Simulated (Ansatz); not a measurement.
# Work function of Nb(110): what the settings cost and change

Aim: the numerical settings behind the work function of Nb(110), with the cost of each.

Calculated with Ansatz 0.2.0; plane-wave DFT, PBE, Ansatz PAW.

**What experiment says.**

For Nb (clean (110) face, a compiled value), “Anisotropic work function of elemental crystals” (2019, arxiv:1902.07811) quotes earlier work: work function (clean (110) face, a compiled value) 4.63 eV.

### 1. Starting point

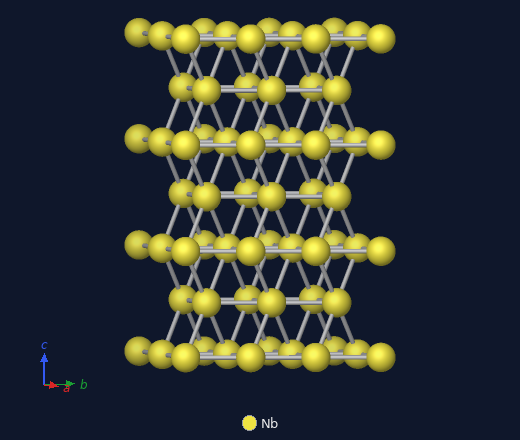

Start, viewed from the side, with the c axis up; niobium yellow. 2×3×1 cells are drawn. Some periodic images of atoms are drawn too.

The cell holds 7 atoms: 7 Nb. Cell: a = 2.858 Å, b = 2.858 Å, c = 32.001 Å, α = 90.0°, β = 90.0°, γ = 70.5°. Vacuum lies along c.

### 2. Run, setting cutoff 200 eV

A work function rests on the faint tail of the density, so the SCF threshold is tight. The cutoff is raised first; then mesh and smearing are varied at the default cutoff.

input.yaml

```yaml
crystal:
  lattice:
    - [2.3334523779, -1.65, 0.0]
    - [2.3334523779, 1.65, 0.0]
    - [0.0, 0.0, 32.0007142675]
  atoms:
    - { symbol: Nb, position: [0.0, 0.0, 0.2812437224] }
    - { symbol: Nb, position: [0.5, 0.5, 0.3541624816] }
    - { symbol: Nb, position: [0.0, 0.0, 0.4270812408] }
    - { symbol: Nb, position: [0.5, 0.5, 0.5] }
    - { symbol: Nb, position: [0.0, 0.0, 0.5729187592] }
    - { symbol: Nb, position: [0.5, 0.5, 0.6458375184] }
    - { symbol: Nb, position: [0.0, 0.0, 0.7187562776] }
kpoints:
  mp_grid: { grid: [15, 15, 1] }
hamiltonian:
  xc: pbe
scf:
  occupations: { method: fermi_dirac, width: 0.1 }
  convergence: { dr2_threshold: 1.0e-09 }
efield:
  axis: 3
  dipole_correction: true
  ramp_position: 0.97
  ramp_width: 0.06
basis:
  ecutwfc: "200 eV"
output:
  write_potential: true
  write_density: true
  volumetric_format: npy
  elf: true
```

On the command line:

```console
> ansatz run input.yaml --threads 2 --pin off --max-ram 3072MiB --backend cpu --events-out ev --progress --plain --runs-dir out
```

Numbers of over 12 decimals in the logs are rounded to 6 here.

What it wrote:

```text
Warning: basis.ecutwfc = 200 eV is below the records' recommended 420 eV, and the density's cutoff is lower with it unless basis.ecutrho_ratio is high enough to keep the records' density cutoff: compare with a run at a higher cutoff
Engine: ansatz 0.2.0, aarch64-unknown-linux-gnu
Pseudopotentials: kind: paw
Pseudopotential: Nb, paw, valence charge 13, recommended cutoff 420 eV (normal), Nb.paw.azcp
Functional definition: PBE
  parameter kappa = 0.804
  parameter beta = 0.066725
  exchange = pbe_x(kappa = kappa, mu = beta*pi^2/3)
  correlation = pbe_c(beta = beta)
Crystal: 7 atoms, lattice volume = 246.418 Å³
Basis set: ecut = 200 eV, 1623 PW (Γ)
Bands: 55, of which v1, the nominal top of the filled ones, is band 46 counted from 1 (45 counted from 0)
Symmetry: 4 space group operations
k-points: 64 of 225
Non-local potential: Nb, projectors of the file, l = 0: 3, l = 1: 2, l = 2: 2, l = 3: 1
PAW form: soft (Blöchl's): semilocal exchange-correlation on the pseudo side does not see the compensation charge
PAW one-centre angular grid: Nb, 590 points (default); XC on 64 Gauss nodes
Initial density: superposition of atomic densities (neutral atoms: chi_scale 0, normalization atom), corrected by the library's trained network
Initial wavefunctions: pseudopotential atomic-orbital guess
Functional: x = pbe(κ = 0.804, μ = 0.219515), c = pbe(β = 0.066725)
SCF iter   1: F=—  HF=-31848.812150 eV  |F-HF|=—  |Δ(HF+E_count)|=         —  Δρ=4.11e-2  dr2=3.26e1  ethr=1.77e-3  p=0.000 e·Å  D=2.20e-13 V/Å  ΔV_dip=-0.00 eV  dr2_dipole=7.23e-8  V_vac-E_F(+/−)=4.84/4.84 eV  ⟨swp⟩=7.8  Hψ=16032  notcnv=0
efield: sawtooth ramp at fractional position 0.9700 (set: `efield.ramp_position`, or a place that a band, a saddle search or an elastic batch's reference lends), width 0.0600; the density the first Hamiltonian is built on has a dipole p = 0.000 e·Å; the dipole correction subtracts the counter field D = 2.20e-13 V/Å, which shifts the + side's vacuum level by -0.00 eV against the − side's; the planar-averaged density in the ramp window peaks in size at 7.4e-6 e/Å³
preconditioner: auto → LDOS  [metal: Δε(μ)=0.005 eV  Ē_g=3.547 eV  σ=0.100 eV  W_gap=0.01  n_scr=22 (ndim 8)  ℏωp=14.0 eV  f_vac=0.437  D(μ)=9.43/eV (n_scr^D=78)  β→1.0]
SCF iter   2: F=—  HF=-31847.950709 eV  |F-HF|=—  |Δ(HF+E_count)|=   8.61e-1  Δρ=1.34e-2  dr2=4.40e-1  ethr=1.77e-3  p=0.000 e·Å  D=3.06e-6 V/Å  ΔV_dip=-0.00 eV  dr2_dipole=2.79e-8  V_vac-E_F(+/−)=4.69/4.69 eV  ⟨swp⟩=3.0  Hψ=7806  notcnv=0  defer=2
SCF iter   3: F=—  HF=-31847.808551 eV  |F-HF|=—  |Δ(HF+E_count)|=   1.42e-1  Δρ=3.77e-3  dr2=5.35e-2  ethr=4.83e-4  p=-0.000 e·Å  D=-1.45e-6 V/Å  ΔV_dip=0.00 eV  dr2_dipole=4.01e-10  V_vac-E_F(+/−)=4.58/4.58 eV  ⟨swp⟩=2.5  Hψ=7115  notcnv=0  defer=2
SCF iter   4: F=—  HF=-31847.795873 eV  |F-HF|=—  |Δ(HF+E_count)|=   1.27e-2  Δρ=7.42e-4  dr2=2.53e-3  ethr=5.88e-5  p=-0.000 e·Å  D=-1.30e-6 V/Å  ΔV_dip=0.00 eV  dr2_dipole=2.43e-11  V_vac-E_F(+/−)=4.63/4.63 eV  ⟨swp⟩=3.8  Hψ=8138  notcnv=0  defer=2
SCF iter   5: F=—  HF=-31847.795549 eV  |F-HF|=—  |Δ(HF+E_count)|=   3.24e-4  Δρ=1.48e-4  dr2=1.60e-4  ethr=2.78e-6  p=-0.000 e·Å  D=-1.33e-6 V/Å  ΔV_dip=0.00 eV  dr2_dipole=5.36e-11  V_vac-E_F(+/−)=4.63/4.63 eV  ⟨swp⟩=3.0  Hψ=7274  notcnv=0  defer=2
SCF iter   6: F=—  HF=-31847.795584 eV  |F-HF|=—  |Δ(HF+E_count)|=   3.49e-5  Δρ=3.89e-5  dr2=9.16e-6  ethr=1.76e-7  p=-0.000 e·Å  D=-7.75e-7 V/Å  ΔV_dip=0.00 eV  dr2_dipole=3.32e-12  V_vac-E_F(+/−)=4.63/4.63 eV  ⟨swp⟩=2.1  Hψ=4420  notcnv=0  defer=2
SCF iter   7: F=—  HF=-31847.795585 eV  |F-HF|=—  |Δ(HF+E_count)|=   1.13e-6  Δρ=1.05e-5  dr2=1.08e-6  ethr=1.01e-8  p=-0.000 e·Å  D=-3.54e-7 V/Å  ΔV_dip=0.00 eV  dr2_dipole=2.25e-13  V_vac-E_F(+/−)=4.64/4.64 eV  ⟨swp⟩=2.8  Hψ=6701  notcnv=0  defer=2
SCF iter   8: F=—  HF=-31847.795584 eV  |F-HF|=—  |Δ(HF+E_count)|=   1.01e-6  Δρ=3.16e-6  dr2=4.61e-8  ethr=1.18e-9  p=-0.000 e·Å  D=-1.27e-7 V/Å  ΔV_dip=0.00 eV  dr2_dipole=2.07e-13  V_vac-E_F(+/−)=4.64/4.64 eV  ⟨swp⟩=2.5  Hψ=5399  notcnv=0  defer=2
SCF iter   9: F=—  HF=-31847.795584 eV  |F-HF|=—  |Δ(HF+E_count)|=   6.06e-8  Δρ=8.06e-7  dr2=6.37e-9  ethr=5.06e-11  p=-0.000 e·Å  D=-1.91e-8 V/Å  ΔV_dip=0.00 eV  dr2_dipole=2.74e-13  V_vac-E_F(+/−)=4.64/4.64 eV  ⟨swp⟩=2.6  Hψ=6773  notcnv=0  defer=2
SCF iter  10: F=-31847.795584 eV  HF=-31847.795584 eV  |F-HF|=4.44e-10  |Δ(HF+E_count)|=   1.03e-9  Δρ=2.99e-7  dr2=8.46e-10  ethr=1.10e-12  p=-0.000 e·Å  D=-7.65e-9 V/Å  ΔV_dip=0.00 eV  dr2_dipole=6.25e-15  V_vac-E_F(+/−)=4.64/4.64 eV  ⟨swp⟩=7.2  Hψ=9927  notcnv=0
WARN: efield: at this solve's end the planar-averaged density reaches 2.31e-5 e/Å³ inside the ramp window [0.9388, 0.0612] (bound 1e-5 e/Å³), and 1.58e-5 e/Å³ on another of its planes; the window's nearer edge stands 7.04 Å from this solve's nearest atom along the axis. Its work functions, free energy, forces, stress, dipole, levels and responses can be off, and this figure does not tell by how much. A short vacuum, a low `basis.ecutwfc` or `basis.ecutrho_ratio` and negative occupations (`scf.occupations.method`) can put density there. See the manual's quickstart, § The vacuum guard
SCF 1 converged in 10 iterations: F = -31847.795584 eV  dr2 = 8.46e-10
  greatest PAW one-centre occupation: 1.041 electrons in one spin orbital (limit 2), on the Nb atom at site 5 (counted from 0), in its partial waves of l = 1
WARN: The output density's exchange-correlation potential varies sharply where the density is thin. Do not read a vacuum level from v_tot or v_xc, or from such a field of the output density. On a cell that repeats whose density bears no net charge and no dipole along the vacuum's axis use v_es (v_loc + v_h of the components); under efield.dipole_correction with no amplitude use v_es + v_field, which holds any externa [...]
SCF converged after 10 iterations
Free energy (F): -31847.795584 eV
Harris-Foulkes:  -31847.795584 eV  (|F-HF|=4.44e-10)
Internal energy: -31847.477984 eV  (E = F + TS)
E sigma→0 (E₀):  -31847.636784 eV
Entropy (-TS):   -0.317600 eV (-45.371 meV/atom)
Fermi energy:    7.059850 eV
Dipole field:    D = -0.000000 V/Å  (p = -0.000000 e·Å, saw-weighted, corrected)
Work function:   Φ+ = 4.6372 eV   Φ− = 4.6384 eV
Levels:          The Fermi level and band energies are counted from a zero that moves with the ramp; work functions are not
Vacuum region:   at the solve's end the planar-averaged density reaches 2.31e-5 e/Å³ inside the ramp window [0.9388, 0.0612] (bound 1e-5 e/Å³), and 1.58e-5 e/Å³ on another of its planes
--- Per-component energies (eV) ---
  E_band       = -1484.979837
  E_kinetic    = 2743.696248
  E_local      = -130810.248429  (includes V_loc(G=0)·N_el)
  E_nonlocal   = 815.798989
  E_hartree    = 63991.543484
  E_xc         = -1221.017843
  E_vxc        = -1481.478557  (∫ρ·V_xc dr)
  E_paw        = -21497.357759  (= ΣΔE_a)
  E_vpaw       = -735.839565  (= ΣTr[D̂ρ^β])
  E_aug_tail   = 0.000116  (compensation charges beyond the density's cutoff)
  E_efield     = 0.000000  (sawtooth field / dipole correction)
  E_vefield    = 0.000000  (∫n·V_field dr)
  E_ewald      = 54130.107210
  E_smearing   = -0.317600  (= −TS)
  E_closure    = 0.000000  (closes the sum)
  Σ components = -31847.795584   (vs F -31847.795584, Δ=0.00e0)
--- Band table (eV; the first three rows and the last of 64) ---
  k-point 0: bands = [... 42 lower, 6.7967, 7.0504, 7.0700, 7.1374, 7.2304, 7.3753, 7.5701, 7.9835, ... 5 higher]
  k-point 1: bands = [... 42 lower, 6.8590, 6.9401, 7.0667, 7.0672, 7.3485, 7.3958, 7.5114, 8.0626, ... 5 higher]
  k-point 2: bands = [... 42 lower, 6.7059, 6.7083, 6.9118, 6.9813, 7.0579, 7.5439, 7.6917, 7.7743, ... 5 higher]
  k-point 63: bands = [... 42 lower, 6.6248, 7.5656, 7.6632, 8.4958, 8.9349, 9.1372, 9.3494, 9.4863, ... 5 higher]
```

It took 60 s on 2 threads of Arm Neoverse N1, shared host; peak memory 0.51 GiB; 1.8 min of CPU time.

Numbers from this step:

```yaml
energy_at_zero_smearing: -31847.6368 eV
work_function_upper_face: 4.637 eV
```

Running mean over 2.333 Å of the planar mean; the ramp of the sawtooth is left out. Table of electron's electrostatic potential energy less the Fermi level by z:

```csv
z (Å),electron's electrostatic potential energy less the Fermi level (eV)
5.0,4.57
7.5,-0.561
10.0,-11.1
12.5,-11.1
15.0,-11.1
17.5,-11.1
20.0,-11.1
22.5,-11.2
25.0,2.79
27.5,4.60
```

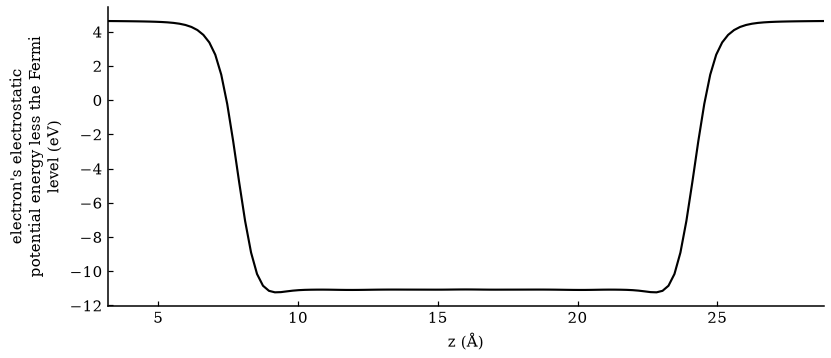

Electron's electrostatic potential energy less the Fermi level, plotted against z.

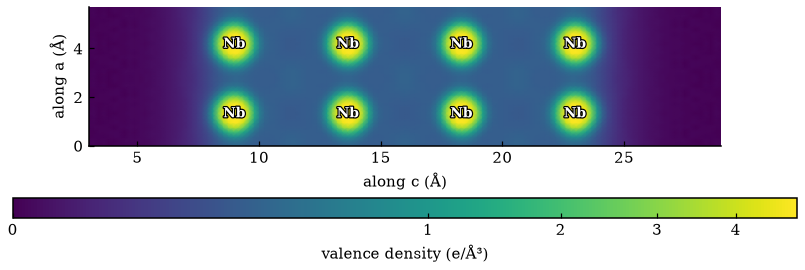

Valence density in the ca plane at fractional y = 0.000, with atoms of Nb within 0.2 Å of it. It is the smooth field of the valence electrons, not physical close to the nuclei. The map starts off the cell's origin, so that atoms lie inside it. The colour scale is stretched toward low values. The far vacuum is left out of the map.

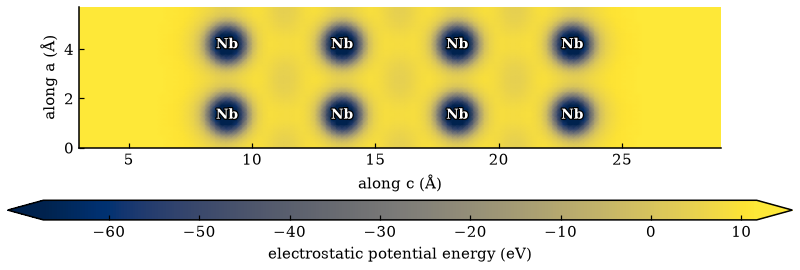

Electrostatic potential energy in the ca plane at fractional y = 0.000, with atoms of Nb within 0.2 Å of it. With pseudopotentials it is smooth inside the atoms' cores, unlike the true potential. The map starts off the cell's origin, so that atoms lie inside it. The far vacuum is left out of the map.

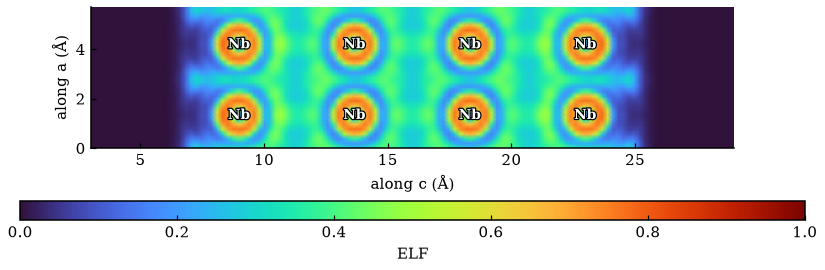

ELF in the ca plane at fractional y = 0.000, with atoms of Nb within 0.2 Å of it. It is the smooth field of the valence electrons, not physical close to the nuclei. The map starts off the cell's origin, so that atoms lie inside it. The far vacuum is left out of the map.

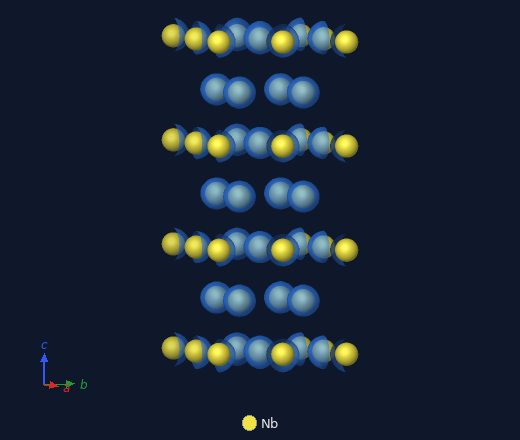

Surface of ELF = 0.7. 2×2×1 cells are drawn.

The work function is 4.637 eV.

### 3. Slab

Edit input.yaml of step 2 so:

```diff
@@ -26,3 +26,3 @@
 basis:
-  ecutwfc: "200 eV"
+  ecutwfc: "300 eV"
 output:
@@ -31,2 +31 @@
   volumetric_format: npy
-  elf: true
```

What it wrote:

```text
[...]
Crystal: 7 atoms, lattice volume = 246.418 Å³
Basis set: ecut = 300 eV, 2845 PW (Γ)
Bands: 55, of which v1, the nominal top of the filled ones, is band 46 counted from 1 (45 counted from 0)
Symmetry: 4 space group operations
k-points: 64 of 225
[...]
k-point 0: bands = [... 42 lower, 6.9412, 7.0503, 7.1605, 7.2538, 7.3234, 7.5075, 7.5125, 7.9464, ... 5 higher]
  k-point 1: bands = [... 42 lower, 6.8976, 6.9369, 7.0804, 7.2078, 7.3230, 7.3744, 7.5491, 8.0007, ... 5 higher]
  k-point 2: bands = [... 42 lower, 6.6496, 6.7684, 6.9320, 7.0122, 7.0449, 7.4704, 7.6748, 7.6995, ... 5 higher]
  k-point 63: bands = [... 42 lower, 6.6274, 7.5565, 7.6477, 8.4685, 8.9231, 9.0748, 9.3216, 9.4611, ... 5 higher]
[key lines of the parts left out:]
SCF converged after 11 iterations
Free energy (F): -31863.897236 eV
Fermi energy:    7.022527 eV
Dipole field:    D = -0.000000 V/Å  (p = -0.000000 e·Å, saw-weighted, corrected)
Work function:   Φ+ = 4.5425 eV   Φ− = 4.5425 eV
```

The job ended after 93 s (2 threads; peak memory 0.73 GiB; 2.8 min of CPU time).

The work function is 4.543 eV, -0.095 eV from the run “cutoff 200 eV”, at 1.6 times its CPU time.

### 4. Slab

Edit input.yaml of step 3 so:

```diff
@@ -26,3 +26,3 @@
 basis:
-  ecutwfc: "300 eV"
+  ecutwfc: "420 eV"
 output:
```

What it wrote:

```text
[...]
Crystal: 7 atoms, lattice volume = 246.418 Å³
Basis set: ecut = 420 eV, 4833 PW (Γ)
Bands: 55, of which v1, the nominal top of the filled ones, is band 46 counted from 1 (45 counted from 0)
Symmetry: 4 space group operations
k-points: 64 of 225
[...]
k-point 0: bands = [... 42 lower, 6.9388, 7.0493, 7.1596, 7.2513, 7.3216, 7.5046, 7.5110, 7.9472, ... 5 higher]
  k-point 1: bands = [... 42 lower, 6.8967, 6.9356, 7.0800, 7.2060, 7.3196, 7.3747, 7.5492, 7.9948, ... 5 higher]
  k-point 2: bands = [... 42 lower, 6.6487, 6.7667, 6.9290, 7.0104, 7.0438, 7.4664, 7.6746, 7.6997, ... 5 higher]
  k-point 63: bands = [... 42 lower, 6.6268, 7.5568, 7.6455, 8.4689, 8.9243, 9.0714, 9.3231, 9.4623, ... 5 higher]
[key lines of the parts left out:]
SCF converged after 10 iterations
Free energy (F): -31864.124371 eV
Fermi energy:    7.021090 eV
Dipole field:    D = 0.000000 V/Å  (p = 0.000000 e·Å, saw-weighted, corrected)
Work function:   Φ+ = 4.5417 eV   Φ− = 4.5417 eV
```

Run time: 2.2 min. Hardware: 2 threads; peak memory 1 GiB.

The work function is 4.542 eV, -0.096 eV from the run “cutoff 200 eV”, at 2.2 times its CPU time.

### 5. Slab

Edit input.yaml of step 4 so:

```diff
@@ -26,3 +26,3 @@
 basis:
-  ecutwfc: "420 eV"
+  ecutwfc: "600 eV"
 output:
```

What it wrote:

```text
[...]
Crystal: 7 atoms, lattice volume = 246.418 Å³
Basis set: ecut = 600 eV, 8249 PW (Γ)
Bands: 55, of which v1, the nominal top of the filled ones, is band 46 counted from 1 (45 counted from 0)
Symmetry: 4 space group operations
k-points: 64 of 225
[...]
k-point 0: bands = [... 42 lower, 6.9388, 7.0492, 7.1595, 7.2513, 7.3216, 7.5044, 7.5110, 7.9472, ... 5 higher]
  k-point 1: bands = [... 42 lower, 6.8967, 6.9356, 7.0800, 7.2060, 7.3195, 7.3747, 7.5492, 7.9945, ... 5 higher]
  k-point 2: bands = [... 42 lower, 6.6487, 6.7667, 6.9288, 7.0104, 7.0438, 7.4662, 7.6746, 7.6997, ... 5 higher]
  k-point 63: bands = [... 42 lower, 6.6268, 7.5568, 7.6454, 8.4689, 8.9243, 9.0712, 9.3231, 9.4623, ... 5 higher]
[key lines of the parts left out:]
SCF converged after 10 iterations
Free energy (F): -31864.128625 eV
Fermi energy:    7.021012 eV
Dipole field:    D = -0.000000 V/Å  (p = -0.000000 e·Å, saw-weighted, corrected)
Work function:   Φ+ = 4.5417 eV   Φ− = 4.5417 eV
```

The job ended after 3.7 min (2 threads; peak memory 1.6 GiB; 6.8 min of CPU time).

The work function is 4.542 eV, +0.000 eV from the run “cutoff 420 eV”, at 1.7 times its CPU time.

### 6. Slab

Edit input.yaml of step 5 so:

```diff
@@ -14,3 +14,3 @@
 kpoints:
-  mp_grid: { grid: [15, 15, 1] }
+  mp_grid: { grid: [3, 3, 1] }
 hamiltonian:
@@ -25,4 +25,2 @@
   ramp_width: 0.06
-basis:
-  ecutwfc: "600 eV"
 output:
```

What it wrote:

```text
[...]
Crystal: 7 atoms, lattice volume = 246.418 Å³
Basis set: ecut = 420 eV, 4833 PW (Γ)
Bands: 55, of which v1, the nominal top of the filled ones, is band 46 counted from 1 (45 counted from 0)
Symmetry: 4 space group operations
k-points: 4 of 9
[...]
k-point 0: bands = [... 42 lower, 6.8191, 6.9659, 7.0669, 7.1198, 7.2173, 7.4232, 7.4526, 7.8784, ... 5 higher]
  k-point 1: bands = [... 42 lower, 6.2420, 6.4845, 6.7211, 6.9250, 7.2133, 7.2600, 7.4133, 9.3348, ... 5 higher]
  k-point 2: bands = [... 42 lower, 6.7327, 7.0401, 7.5799, 7.6836, 8.0096, 8.4086, 8.4855, 8.8218, ... 5 higher]
  k-point 3: bands = [... 42 lower, 6.0657, 6.0918, 6.5756, 6.5970, 7.3486, 7.5072, 7.5148, 8.3418, ... 5 higher]
[key lines of the parts left out:]
SCF converged after 11 iterations
Free energy (F): -31864.778476 eV
Fermi energy:    7.096319 eV
Dipole field:    D = 0.000001 V/Å  (p = 0.000002 e·Å, saw-weighted, corrected)
Work function:   Φ+ = 4.5830 eV   Φ− = 4.5830 eV
```

Run time: 11 s. Hardware: 2 threads; peak memory 0.44 GiB; 15 s of CPU time.

The work function is 4.583 eV, +0.041 eV from the run “cutoff 420 eV”, at 0.061 times its CPU time.

### 7. Run

Edit input.yaml of step 6 so:

```diff
@@ -14,3 +14,3 @@
 kpoints:
-  mp_grid: { grid: [3, 3, 1] }
+  mp_grid: { grid: [5, 5, 1] }
 hamiltonian:
```

What it wrote:

```text
[...]
Crystal: 7 atoms, lattice volume = 246.418 Å³
Basis set: ecut = 420 eV, 4833 PW (Γ)
Bands: 55, of which v1, the nominal top of the filled ones, is band 46 counted from 1 (45 counted from 0)
Symmetry: 4 space group operations
k-points: 9 of 25
[...]
k-point 0: bands = [... 42 lower, 6.9310, 7.0370, 7.1454, 7.2297, 7.2982, 7.4936, 7.5038, 7.9406, ... 5 higher]
  k-point 1: bands = [... 42 lower, 6.4927, 6.6155, 6.6261, 6.7413, 6.8940, 6.9585, 7.1989, 8.1498, ... 5 higher]
  k-point 2: bands = [... 42 lower, 6.4951, 6.8687, 7.0951, 7.5531, 7.9629, 8.1677, 8.4544, 9.5935, ... 5 higher]
  k-point 8: bands = [... 42 lower, 6.3738, 6.5205, 7.3353, 7.3650, 8.3546, 8.4985, 8.6221, 9.3876, ... 5 higher]
[key lines of the parts left out:]
SCF converged after 10 iterations
Free energy (F): -31864.021759 eV
Fermi energy:    7.035723 eV
Dipole field:    D = -0.000000 V/Å  (p = -0.000000 e·Å, saw-weighted, corrected)
Work function:   Φ+ = 4.5363 eV   Φ− = 4.5363 eV
```

Wall time 20 s (2 threads); peak memory 0.48 GiB.

The work function is 4.536 eV, -0.005 eV from the run “cutoff 420 eV”, at 0.14 times its CPU time.

[end of part 1 of 2]

[Logs are printed without paths, hosts, clocks, repeated set-up lines and the standing remarks that a program may print on its own settings, such as how far it seeks lower states.]

[Hosts, paths, dates, database ids (printed as entryN), source tags and the programs' standing remarks are cut or masked in the printed files.]

[Maps of the electrostatic potential energy from Ansatz leave out the sawtooth potential of an applied field or a dipole correction, so their vacuum need not be flat; planar profiles and work functions include it.]
